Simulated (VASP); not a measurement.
Data:

```yaml
crystal:
  lattice:
    - [2.97816, 0.00000, 0.00000]
    - [0.00000, 2.97816, 0.00000]
    - [0.00000, 0.00000, 2.97816]
  atoms:
    - { symbol: Al, position: [0.50000, 0.50000, 0.50000] }
    - { symbol: Ru, position: [0.00000, 0.00000, 0.00000] }
```

All values below come from r2SCAN+rVV10, VASP's PBE PAW potentials (set 64) (plane waves; VASP). Settings: 520 eV cut-off, 14×14×14 Γ-centred mesh, tetrahedra with Blöchl corrections, potentials Al Ru_pv.

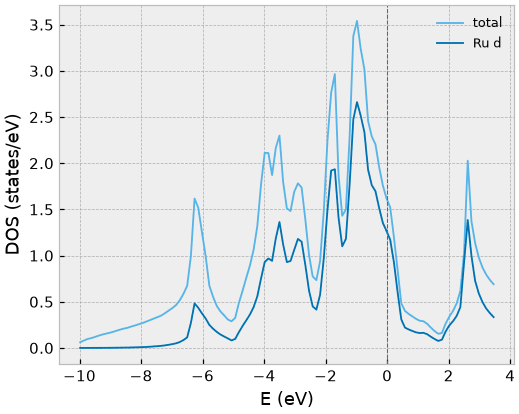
Figure. Total and projected density of states, zero at the Fermi level

Within 2 eV below the Fermi level the largest weight inside VASP's projection spheres is Ru d.

It has no gap at this level: it comes out as a metal or semimetal.

The compound is RuAl in the CsCl type structure. It was relaxed first. The electron count is odd and the run is not spin-polarised, which forces a metal.
